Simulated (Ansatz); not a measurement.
```
atom    x (Å)    y (Å)    z (Å)
   C  -1.4440   1.8732  -1.1908
   C   1.7563   0.7025  -0.3779
  Al  -0.1652   0.5087  -0.6412
  Cl  -0.9626  -1.4390  -0.2955
   H  -1.7604   1.7041  -2.2264
   H  -1.0301   2.8838  -1.1340
   H  -2.3509   1.8370  -0.5798
   H   2.1245   1.6895  -0.6708
   H   2.0184   0.5462   0.6743
   H   2.3081  -0.0515  -0.9483
```

Geometry: B3LYP-D3(BJ)/6-311G**.

Level of theory: isolated molecule in a Gaussian basis; Kohn-Sham density functional theory, functional PBE0 in Ansatz 0.2.0.

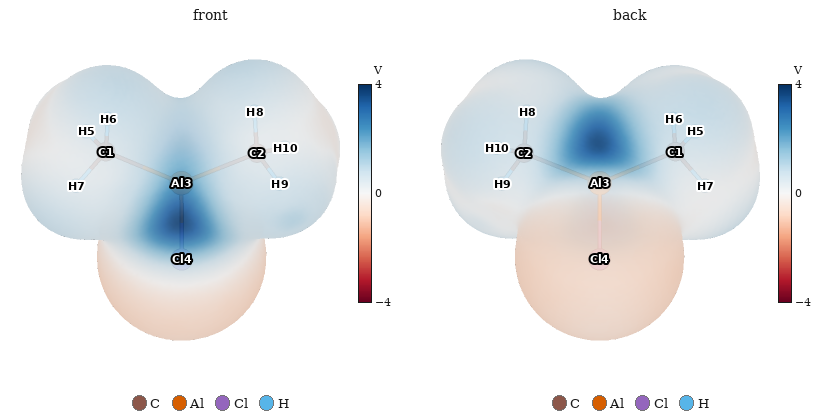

C2H6AlCl (SMILES [CH3][Al]([CH3])[Cl]). The molecular electrostatic potential painted on the density surface at 0.002 e/bohr³, seen from the front and from behind; the colour scale runs from red (negative) to blue (positive).

Question: Describe the electrostatic potential map.

Answer: The most negative region (about −0.8 V) lies over Cl4, the most positive (about +3.5 V) over Al3.
